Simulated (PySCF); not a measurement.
C3H6OS, SMILES `COC(C)=S`.

PySCF calculation, BP86/6-311+G**, gas phase; geometry: GFN2-xTB. No frequency check shows the geometry to be a minimum. GFN2-xTB bond lengths at metals and heavier atoms can be off by up to 0.1 Å and shapes distorted, which carries into these values.

The calculation's input:

```python
import numpy as np
from pyscf import gto, scf, dft
from pyscf.scf import atom_ks, atom_hf
from scipy.linalg import block_diag

def solve(mol, dm0=None, hcore=None):
    mf = (dft.UKS if mol.spin else dft.RKS)(mol, xc='bp86')
    mf.grids.level = 3
    mf = mf.density_fit(auxbasis='def2-universal-jkfit')
    mf.conv_tol, mf.max_cycle = 1e-8, 80
    if hcore is not None:
        mf.get_hcore = lambda *args: hcore
    mf.kernel(dm0)
    if not mf.converged:
        mf = mf.newton().run(mf.mo_coeff, mf.mo_occ, max_cycle=30)
    assert mf.converged, 'SCF not converged'
    return mf

mol = gto.M(atom='''
C      2.15030    -0.42241     0.00008
O      0.78608    -0.79152    -0.00060
C     -0.17426     0.13039    -0.00025
C      0.17298     1.58306     0.00014
S     -1.71761    -0.38816     0.00021
H      2.70623    -1.35816     0.00010
H      2.40751     0.15373     0.89354
H      2.40841     0.15413    -0.89096
H      0.75932     1.84008     0.88372
H      0.76020     1.84047    -0.88205
H     -0.74265     2.16624    -0.00278
''', basis='6-311+g**', charge=0, spin=0, verbose=4)
mf = solve(mol)
out = dict(e0=mf.e_tot, dm0=mf.make_rdm1(), c=mf.mo_coeff, occ=mf.mo_occ, eps=mf.mo_energy)
for name, dq, spin in [('cation', 1, 1), ('anion', -1, 1)]:
    ion = mol.copy().set(charge=mol.charge + dq, spin=spin).build()
    mi = solve(ion)
    if spin and dq > 0 and mol.nao < 130:
        c, _, stable, _ = mi.stability(return_status=True)
        if not stable:
            mi = solve(ion, mi.make_rdm1(c, mi.mo_occ))
    print(name, 'vertical energy change / eV', (mi.e_tot - mf.e_tot) * 27.211386)
    out.update({'e_' + name: mi.e_tot, 'dm_' + name: mi.make_rdm1(), 's2_' + name: mi.spin_square()[0], 'eps_' + name: mi.mo_energy, 'occ_' + name: mi.mo_occ})
# spherically averaged free atoms, for the promolecule
atm = atom_ks.get_atm_nrks(mol, xc='bp86')
pro = block_diag(*[(atm[a[0]][2] * atm[a[0]][3]) @ atm[a[0]][2].T for a in mol._atom])
np.savez('result.npz', pro=pro, **out)
```

Run with:

```sh
OMP_NUM_THREADS=1 python input.py
```

The run took 110 s on 1 thread of AMD EPYC 9R45 96-Core Processor (Zen 5) (shared host), peak memory 0.74 GiB.

Partitions, critical points and surface values were worked out afterwards from this run's density.

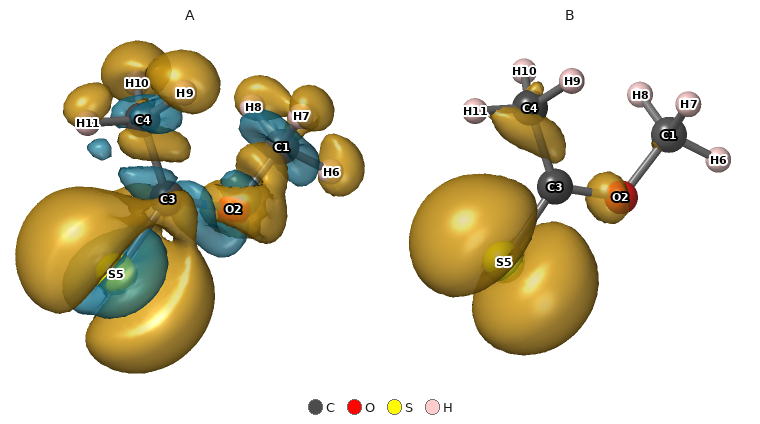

The Fukui function f⁻ from two separate SCF calculations and the density of the HOMO, at ±0.015 e/Å³ (yellow positive, teal negative).

Which panel is which, and how good is the frozen-orbital picture?

Answer. A is f⁻ (it has negative regions), B the HOMO density. The HOMO lies on S5 (84 %) and C3 (6 %); f⁻ (Hirshfeld-condensed) is largest on S5 (0.58); the vertical ionisation energy is 8.54 eV (the stability of the cation's solution wasn't checked). Relaxation shifts 26 % of the electron between atoms. The orbital energy is −5.15 eV.
